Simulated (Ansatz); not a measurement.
# Transmission past a defect: W wire along [110], 5 atoms a period, vacancy of one W, part 4 of 4

Wanted: the relaxed defect and the transmission past it, beside the channels of the perfect wire.

Ansatz 0.2.0; DFT PBE, plane waves, PAW; relaxation of a wire's period (the session's first sound run).

So far, conductance of the lead as this run defines it (G₀): step 3 (the perfect wire) 1.91.

## (5) Transmission

This step: DFT PBE, plane waves, PAW; transmission of a junction in a wire (Ansatz 0.2.0).

The cell is now read as a scatterer between two semi-infinite leads, named by two sites one period apart. The scattering states in its self-consistent potential are matched to the leads' states at each energy. One point across is taken, as for a wire in vacuum.

input.yaml

```yaml
crystal:
  lattice:
    - [9.97, 0.0, 0.0]
    - [0.0, 9.042, 0.0]
    - [0.0, 0.0, 29.6382369545]
  atoms:
    - { symbol: W, position: [0.450002829, 0.419408874, 0.0] }
    - { symbol: W, position: [0.689473792, 0.482532143, 0.0] }
    - { symbol: W, position: [0.349677814, 0.517040271, 0.071428571] }
    - { symbol: W, position: [0.578456359, 0.611020908, 0.071428571] }
    - { symbol: W, position: [0.591366136, 0.345916517, 0.071428571] }
    - { symbol: W, position: [0.450002829, 0.419408874, 0.142857143] }
    - { symbol: W, position: [0.689473792, 0.482532143, 0.142857143] }
    - { symbol: W, position: [0.349677814, 0.517040271, 0.214285714] }
    - { symbol: W, position: [0.578456359, 0.611020908, 0.214285714] }
    - { symbol: W, position: [0.591366136, 0.345916517, 0.214285714] }
    - { symbol: W, position: [0.4531784453, 0.4352247815, 0.28774581] }
    - { symbol: W, position: [0.6839205817, 0.49189569, 0.2889021496] }
    - { symbol: W, position: [0.3639831005, 0.4915704493, 0.3672134361] }
    - { symbol: W, position: [0.5757679339, 0.6339054905, 0.3581136575] }
    - { symbol: W, position: [0.5886472559, 0.3832407668, 0.3720132036] }
    - { symbol: W, position: [0.4566253755, 0.5458714465, 0.4492835822] }
    - { symbol: W, position: [0.6958020225, 0.5418135746, 0.4423065678] }
    - { symbol: W, position: [0.5881224478, 0.709464338, 0.5020942437] }
    - { symbol: W, position: [0.5831771484, 0.3792637927, 0.5018015518] }
    - { symbol: W, position: [0.4560931152, 0.5456614868, 0.5545055439] }
    - { symbol: W, position: [0.6949298908, 0.5400225074, 0.5620097642] }
    - { symbol: W, position: [0.3626000063, 0.4876546195, 0.6360352464] }
    - { symbol: W, position: [0.5766416335, 0.6266316599, 0.6465533869] }
    - { symbol: W, position: [0.5865776482, 0.3767852311, 0.6307893803] }
    - { symbol: W, position: [0.450002829, 0.419408874, 0.714285714] }
    - { symbol: W, position: [0.689473792, 0.482532143, 0.714285714] }
    - { symbol: W, position: [0.349677814, 0.517040271, 0.785714286] }
    - { symbol: W, position: [0.578456359, 0.611020908, 0.785714286] }
    - { symbol: W, position: [0.591366136, 0.345916517, 0.785714286] }
    - { symbol: W, position: [0.450002829, 0.419408874, 0.857142857] }
    - { symbol: W, position: [0.689473792, 0.482532143, 0.857142857] }
    - { symbol: W, position: [0.349677814, 0.517040271, 0.928571429] }
    - { symbol: W, position: [0.578456359, 0.611020908, 0.928571429] }
    - { symbol: W, position: [0.591366136, 0.345916517, 0.928571429] }
kpoints:
  mp_grid: { grid: [1, 1, 3] }
scf:
  occupations: { method: fermi_dirac, width: 0.05 }
hamiltonian:
  xc: pbe
output:
  transmission:
    e_range: [-1.26, 1.26]
    de: 0.035
    kmesh: [1, 1]
    reduced_basis: true
    leads: [[29, 0]]
  dos: { projected: true, e_range: [-4, 3] }
  write_potential: true
  write_density: true
  volumetric_format: npy
  elf: true
basis:
  ecutwfc: "350 eV"
```

The run is started by

```console
> ansatz run input.yaml --threads 4 --pin off --max-ram 16384MiB --backend cpu --events-out ev --progress --plain --runs-dir out
```

Numbers of over 12 decimals in the logs are rounded to 6 here.

Output:

```text
[...]
Crystal: 34 atoms, lattice volume = 2671.850 Å³
Basis set: ecut = 350 eV, 39775 PW (Γ)
Bands: 286, of which v1, the nominal top of the filled ones, is band 238 counted from 1 (237 counted from 0)
Symmetry: 1 space group operations
[...]
k-points: 2 of 3 (time reversal used)
[...]
SCF iter   1: F=—  HF=-352986.684788 eV  |F-HF|=—  |Δ(HF+E_count)|=         —  Δρ=8.35e-3  dr2=1.32e1  ethr=1.77e-3  ⟨swp⟩=9.0  Hψ=2767  notcnv=0
[...]
SCF iter  13: F=-352986.220378 eV  HF=-352986.220378 eV  |F-HF|=3.76e-8  |Δ(HF+E_count)|=   5.26e-8  Δρ=9.92e-7  dr2=7.69e-8  ethr=2.10e-11  ⟨swp⟩=14.5  Hψ=1360  notcnv=0
SCF 1 converged in 13 iterations: F = -352986.220378 eV  dr2 = 7.69e-8
[...]
transmission: 34 of 204 steps passed
transmission: 68 of 204 steps passed
[...]
transmission: 204 of 204 steps passed
WARN: The output density's exchange-correlation potential varies sharply where the density is thin. Do not read a vacuum level from v_tot or v_xc, or from such a field of the output density. On a cell that repeats whose density bears no net charge and no dipole along the vacuum's axis use v_es (v_loc + v_h of the components); under efield.dipole_correction with no amplitude use v_es + v_field, which holds any externa [...]
SCF converged after 13 iterations
Free energy (F): -352986.220378 eV
[...]
Internal energy: -352985.866094 eV  (E = F + TS)
E sigma→0 (E₀):  -352986.043236 eV
Entropy (-TS):   -0.354283 eV (-10.420 meV/atom)
Fermi energy:    1.655600 eV
[...]
--- Band table (eV) ---
  k-point 0: bands = [... 234 lower, 1.4395, 1.5349, 1.5924, 1.6060, 1.6887, 1.7060, 1.7717, 1.8128, ... 44 higher]
  k-point 1: bands = [... 234 lower, 1.4504, 1.5735, 1.6027, 1.6229, 1.6945, 1.7085, 1.7639, 1.8057, ... 44 higher]
--- Transmission ---
  basis      : 665 plane waves across, 34 finite elements along
  points     : 1, standing for a mesh of 1 x 1
[...]
crystal 0  : W5, at the sites [29, 0], period 4.2340 Å, over 16.94 Å; its Hamiltonian steps by up to 68.0 meV: too much for a lead, lay more layers or, if its atoms are ordered, name the step of that order
[...]
filled         : 1.4 meV under the level at which it is neutral
    channels       : 3.000000e0 a spin
[...]
junction   : crystal 0 to crystal 0, 0.36 to 25.76 Å
    transmission   : 2.780526e-1 a spin
    error estimate : 2.413251e-4 a spin from the reduction of the transverse basis, at the most 3.875936e-3 at 0.910000 eV
    conductance    : 4.7699e13 S/m² at 300 K (4.8264e13 on every other energy)
    error estimate : 1.2 % from the energy spacing and 3.5 % from band edges of the leads and from resonances (wavevectors taken as independent; lower de), 12.4 % from the reduction of the transverse basis, 386.5 % from the steps of its leads' Hamiltonians or their offsets (lay more layers), 0.8 % from the distance to neutral
    resistance     : 1.4265e-2 Ω µm² beyond half of each lead's own
```

The job ended after 7 min (4 threads of Arm Neoverse V1, shared host; peak memory 4.4 GiB; 24 min of CPU time).

Numbers from this step:

* energy at zero smearing: -352986.0432 eV
* transmission at the energy nearest the Fermi level, one spin: 0.2781
* step of the lead's Hamiltonian: 68 meV
* conductance of the junction: 0.5550 G₀

Table of transmission, one spin by energy, zero at the Fermi level:

```
energy (eV)  transmission, one spin
     -1.190                   0.182
     -1.120                    1.12
     -1.085                   0.779
     -1.015                   0.553
     -0.910                  0.0153
     -0.805                    1.09
     -0.770                    1.09
     -0.700                   0.796
     -0.595                       0
     -0.490                       0
     -0.385                   0.251
     -0.315                   0.213
     -0.210                   0.648
     -0.105                   0.938
     -0.035                   0.967
      0.000                   0.278
      0.105                  0.0408
      0.210                   0.299
      0.280                   0.981
      0.315                   0.915
      0.385                   0.866
      0.490                   0.345
      0.525                   0.958
      0.595                  0.0441
      0.700                   0.271
      0.805                   0.447
      0.910                   0.881
      1.015                   0.134
      1.085                   0.275
      1.190                       0
```

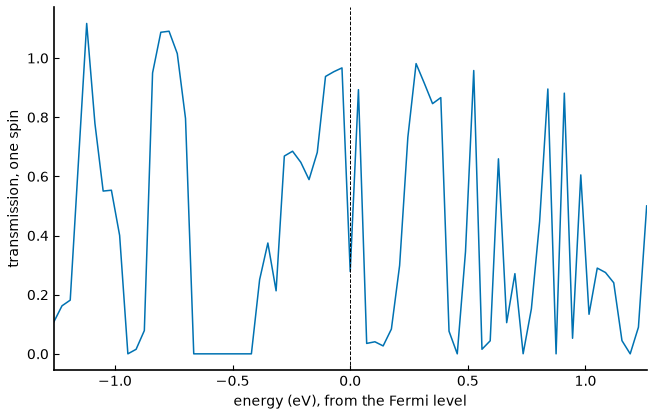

Transmission, one spin, plotted against energy.

Open channels of the lead, one spin against energy, zero at the Fermi level:

```
energy (eV)  open channels of the lead, one spin
     -1.190                                    2
     -1.085                                    1
     -1.015                                    1
     -0.910                                    1
     -0.805                                    3
     -0.700                                    1
     -0.595                                    0
     -0.490                                    0
     -0.385                                    2
     -0.315                                    2
     -0.210                                    4
     -0.105                                    4
      0.000                                    3
      0.105                                    1
      0.210                                    2
      0.315                                    2
      0.385                                    2
      0.490                                    2
      0.595                                    1
      0.700                                    2
      0.805                                    1
      0.910                                    1
      1.015                                    2
      1.085                                    2
      1.190                                    0
```

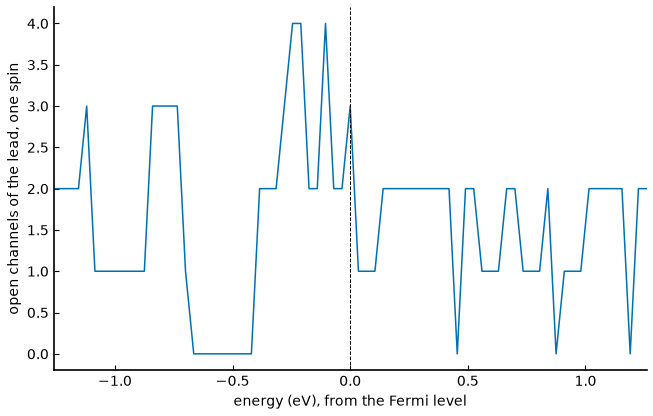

Open channels of the lead, one spin, plotted against energy.

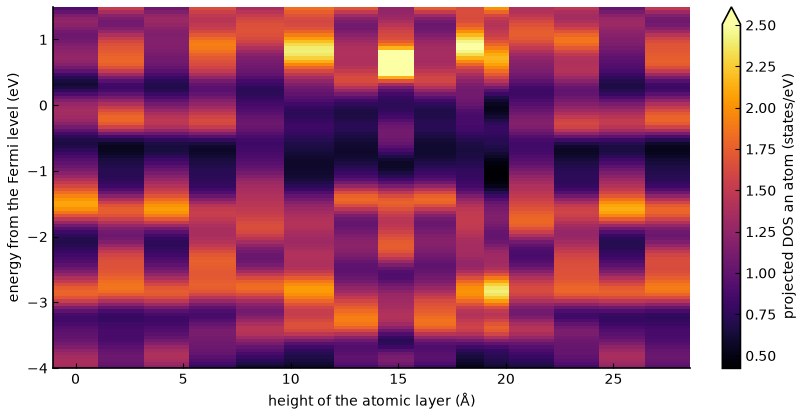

Projected DOS an atom over height of the atomic layer and energy from the Fermi level. Layers: W2 W3 W2 W3 W2 W3 W2 W2 W2 W2 W W2 W3 W2 W3 (hydrogen named only where alone); broadened by a Gaussian of 0.15 eV, since few k-points sample the long cell.

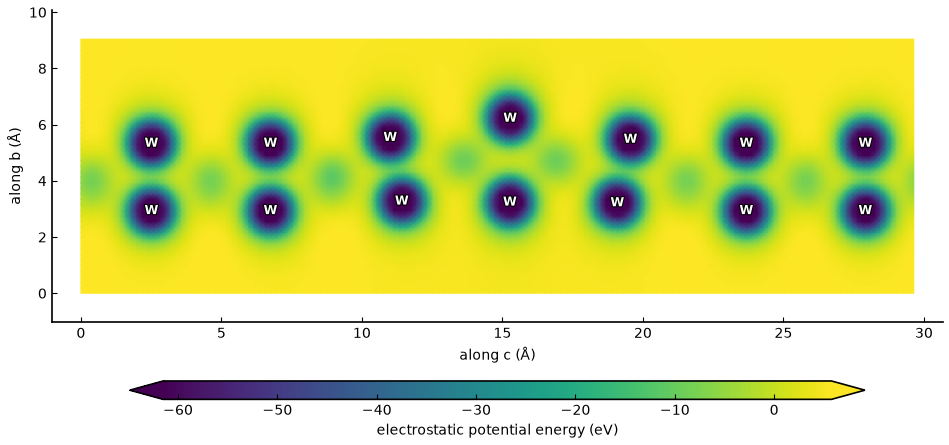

Electrostatic potential energy in the cb plane at fractional x = 0.576, with atoms of W within 0.2 Å of it. With pseudopotentials it is smooth inside the atoms' cores, unlike the true potential.

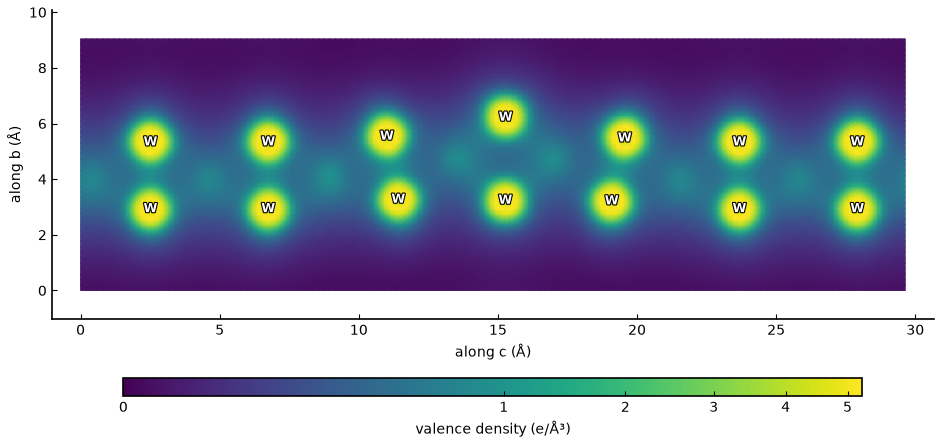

Valence density in the cb plane at fractional x = 0.576, with atoms of W within 0.2 Å of it. It is the smooth field of the valence electrons, not physical close to the nuclei. The colour scale is stretched toward low values.

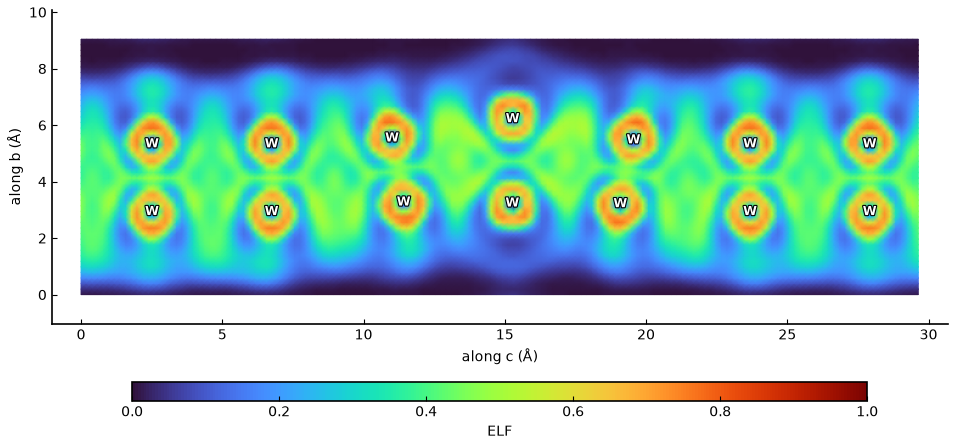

ELF in the cb plane at fractional x = 0.576, with atoms of W within 0.2 Å of it. It is the smooth field of the valence electrons, not physical close to the nuclei.

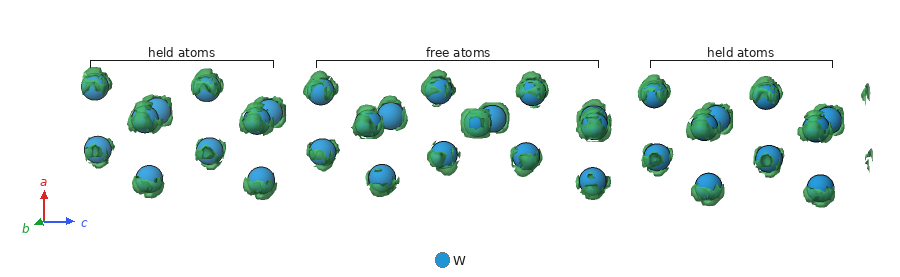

Surface of ELF = 0.7.

By hand: the program gives 4.7699 × 10^13 S/m² over the cell's cross-section of 90.15 Å² = 9.015 × 10^-19 m², so one cell conducts 4.300 × 10^-5 S. Divided by G0 = 2e²/h = 7.748 × 10^-5 S this is 0.555 G0, a resistance of 23.3 kΩ.

The conductance is 0.555 G₀, with 3 channels a spin open in the lead; the transmission at the nearest energy alone would give 0.278 G₀, so T(E) varies within the thermal window. The lead's Hamiltonian steps by 68.0 meV, which the program calls too much for a lead. The largest term of the program's error estimate is 386 %.

## (6) Summary of results

- conductance of the perfect wire: 1.91 G₀
- conductance, vacancy of one W: 0.555 G₀ (one error term of 386 %, so a rough value at best)

In words: Summed over the computed window, 25 % of the lead's open channels pass the defect; the conductance at 300 K is 0.555 G₀. With vacancy of one W, 32 % of the conductance of that run's own lead (1.75 G₀) is left, but 29 % of the perfect wire's own run (1.91 G₀): the two leads differ, so the share is not well defined. Transport is coherent and elastic here: the atoms are frozen, so scattering by vibrations plays no part. With vacancy of one W several atoms of the wire itself moved far in the relaxation, so the changed stretch between the held leads may scatter as well as the defect. The free region is short: held atoms still bear up to 1.1 eV/Å after a relaxation. Spin-orbit coupling is left out, which matters for the bands of heavy atoms. In 1 run the program finds the step of the lead's Hamiltonian too large, so longer leads may change the transmission. One term of the program's error estimate for a conductance, of a junction or of the perfect wire, reaches 386 % in this session. A junction with open d shells ran without spin, after the few moments seeded in its relaxation died away; moments on all d atoms were not tried. A cutoff under the files' recommended one was taken to save time; its effect on T(E) was not tested here.

[Logs are printed without paths, hosts, clocks, repeated set-up lines and the standing remarks that a program may print on its own settings, such as how far it seeks lower states.]

[Hosts, paths, dates, database ids (printed as entryN), source tags and the programs' standing remarks are cut or masked in the printed files.]
